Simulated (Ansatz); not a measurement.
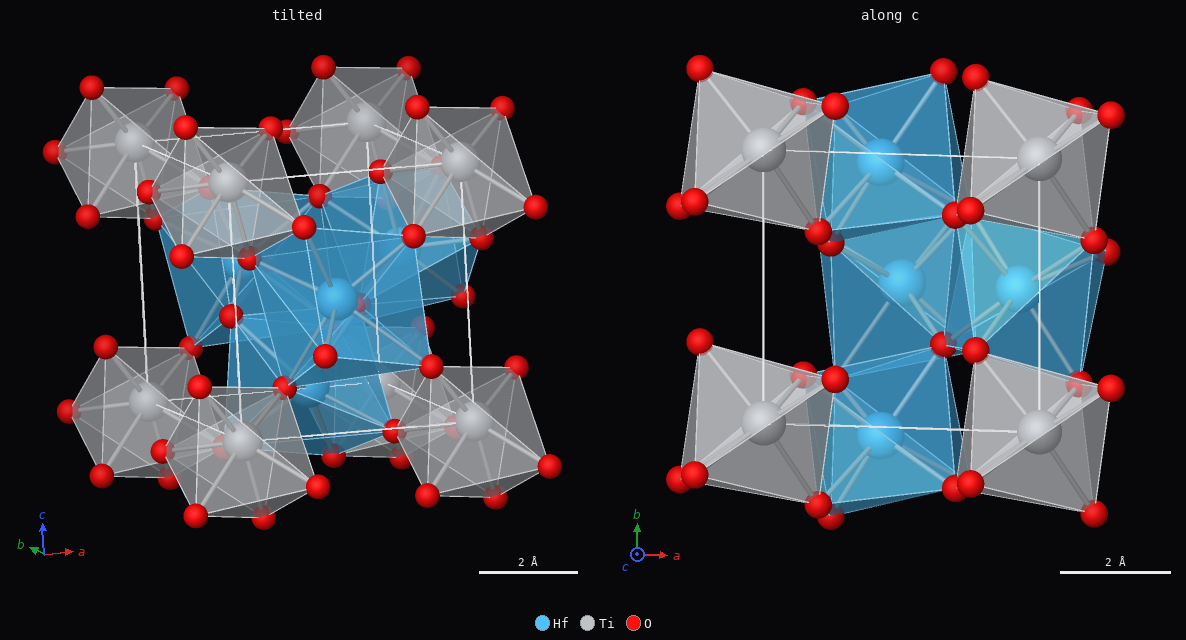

The figure gives a polyhedral picture of the atoms, viewed slightly off an axis and along the c axis. Thin lines show the unit cell, with boundary atoms drawn in all their periodic places. A few atoms beyond the faces are included.

Hf3TiO8, a = 5.062 Å, b = 5.064 Å, c = 5.317 Å, α = 81.83°, β = 89.02°, γ = 91.70°. The cell started as a structure type filled with these elements by a generator (whether the compound takes this form wasn't checked). Earlier steps of the study, as a rule a relaxation of our own, may have changed the cell and positions, so they can lie some per cent off the listed ones. A calculation with Ansatz used it as input.

This one geometry was computed with Ansatz (DFT, plane waves, PAW) at five levels of theory: PBE0, PBE with spin-orbit coupling, PBE, r2SCAN and HSE06. It was relaxed beforehand with r2SCAN.

Q: Which level gives the highest pressure at this volume, and what does that say about its equilibrium volume?

A: Highest: PBE with spin-orbit coupling (5.3 GPa) and PBE (5.5 GPa), which points to the largest equilibrium volume. Lowest, with the smallest volume: PBE0 (-0.6 GPa) and HSE06 (-0.6 GPa). Levels within 0.5 GPa of each other can't be told apart.

Q: How does the band gap change with the level of theory?

A: PBE with spin-orbit coupling: a gap of 3.16 eV, indirect; PBE: a gap of 3.16 eV, indirect; r2SCAN: a gap of 3.55 eV, indirect; HSE06: a gap of 4.82 eV, indirect; PBE0: a gap of 5.58 eV, indirect.

Q: Collect the results in a table.

A:
| level | cutoff (eV) | k-mesh of the run's cell | gap (eV) | pressure (GPa) |
| --- | --- | --- | --- | --- |
| PBE0 | 420 | 4×4×4 | 5.58 | -0.6 |
| PBE with spin-orbit coupling | 420 | 6×6×6 | 3.16 | 5.3 |
| PBE | 420 | 6×6×6 | 3.16 | 5.5 |
| r2SCAN | 500 | 6×6×6 | 3.55 | 0.0 |
| HSE06 | 420 | 4×4×4 | 4.82 | -0.6 |

Gaps are taken on the k-mesh or band path of each run.
